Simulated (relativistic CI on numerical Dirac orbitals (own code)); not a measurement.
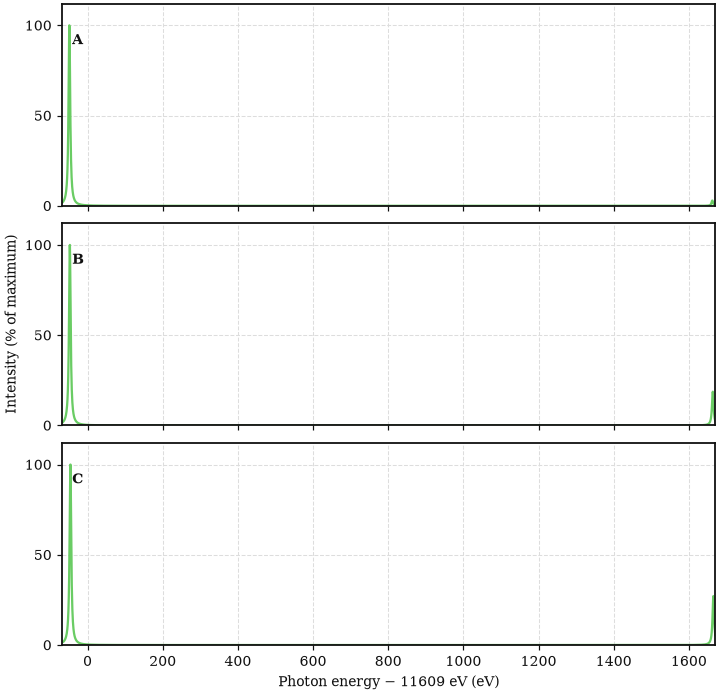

L₂,₃ X-ray absorption of Pt III (Pt²⁺), [Xe] 4f¹⁴ 5d⁸, in 3 environments. Multiplet model: relativistic Dirac–Coulomb–Breit theory, one configuration a step, Slater integrals scaled by 1, 300 K, Voigt broadening (Lorentzian 5 eV, Gaussian 1 eV full widths), computed with a radial Dirac CI code.

(1) a field of Oh symmetry with 10Dq = 19,400 cm⁻¹
(2) a field of Oh symmetry with 10Dq = 40,250 cm⁻¹
(3) no crystal field (free ion)

Which panel belongs to which field?

A is (3), maxima at 11560.6 eV (100); B is (1), maxima at 11561.8 eV (100) and 13272.4 eV (19); C is (2), maxima at 11563.3 eV (100) and 13274.0 eV (27) (heights in % of each maximum). The ground-state spin is S = 0.98 in all.

Known limits: free-ion energies, so absolute edge positions are off by a few eV from solids.
